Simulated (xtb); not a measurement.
# Geometry relaxation, with input and output: CuH$_{2}$OF (part 3 of 3)

Continued. System: CuH$_{2}$OF. Method: GFN2-xTB (xtb 6.7.1). The geometry comes from this level: PBE0-D4/def2-TZVP.

Geometry of the input (Å):
```
O  -0.7826  0.2553  -0.5121
Cu 0.7395  -0.5658  0.3333
F  2.1266  -1.3154  1.1033
H  -1.4681  0.5406  0.1008
H  -0.5655  1.0115  -1.0669
```

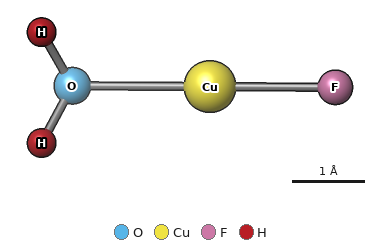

Fig. 1: The starting structure (ball-and-stick view, seen on its broad side). Sticks mark near contacts.

## Summary

```json
{"quantity": "outcome", "value": "converged"}
{"quantity": "electrons treated", "value": "26"}
{"quantity": "total energy", "value": "−13.747912 hartree"}
{"quantity": "dispersion energy", "value": "−0.001209 hartree"}
{"quantity": "basis functions", "value": "20"}
{"quantity": "HOMO", "value": "−9.31 eV"}
{"quantity": "LUMO", "value": "−1.78 eV"}
{"quantity": "dipole moment", "value": "8.04 D"}
{"quantity": "hardware", "value": "1 thread of Intel Xeon @ 2.50GHz (Skylake/Cascade Lake), 189 GiB of memory available, shared host"}
{"quantity": "peak memory", "value": "0.071 GiB"}
```
